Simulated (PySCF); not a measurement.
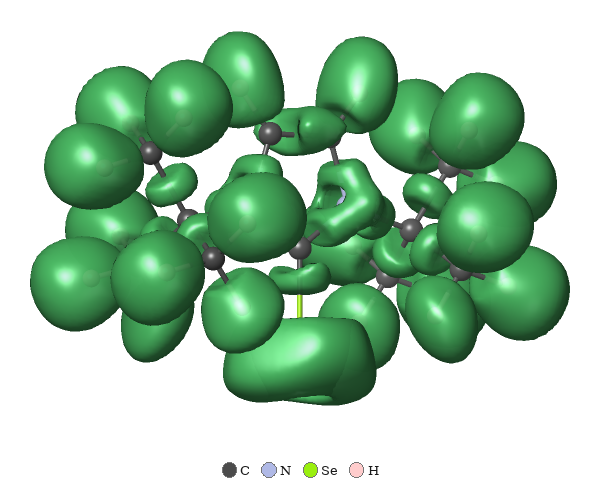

*C11H20N2Se. Isosurface of the ELF at 0.75 (green), seen at an oblique angle. Core shells and regions of very low density are left out.*

Geometry: PBE0-D3(BJ)/def2-SVP.

All numbers below come from PBE0/def2-SVPD, SCF density, gas phase in PySCF 2.14.0.

```xyz
34

C    -2.6881   -1.2920    1.2546
C    -2.5074   -0.0661    0.3592
C    -3.5082   -0.1612   -0.7918
C    -2.7624    1.2399    1.1116
N    -1.1203   -0.0572   -0.1922
C    -0.8384   -0.1219   -1.5412
C     0.5038   -0.0812   -1.6842
N     1.0584    0.0084   -0.4244
C     2.5288    0.0833   -0.1775
C     3.2681    0.0410   -1.5145
C     2.8591    1.4074    0.5120
C     2.9656   -1.1254    0.6510
C     0.0557    0.0238    0.5176
Se    0.2484    0.1273    2.3468
H    -1.9843   -1.2681    2.0974
H    -3.7155   -1.3095    1.6469
H    -2.5208   -2.2148    0.6780
H    -3.3940   -1.0912   -1.3689
H    -4.5184   -0.1652   -0.3602
H    -3.4457    0.6997   -1.4740
H    -3.7827    1.2301    1.5225
H    -2.0485    1.3628    1.9371
H    -2.6705    2.0990    0.4294
H    -1.6026   -0.1942   -2.3040
H     1.0937   -0.1116   -2.5910
H     3.0896   -0.8967   -2.0620
H     3.0124    0.8936   -2.1613
H     4.3451    0.0990   -1.3062
H     3.9437    1.4678    0.6852
H     2.5614    2.2542   -0.1250
H     2.3394    1.4884    1.4761
H     2.7420   -2.0587    0.1119
H     2.4503   -1.1436    1.6205
H     4.0509   -1.0762    0.8241
```

Q: Identify the bonds, lone pairs and shells in this picture.

A: At this value the surface marks out seven regions between bonded C–C atoms (shared pairs), one region between bonded C–Se atoms (shared pairs), 20 regions around hydrogen nuclei, two regions on N in which the atom's valence shell and bonds are merged and one ring or bowl of non-bonding electrons around Se.

Values along the shortest contacts:
C–C (1.35 Å): the ELF peaks at about 0.95 between the atoms: localised, covalent bonding. C–N (1.38 Å): the ELF peaks at about 0.90 between the atoms: a covalent bond.
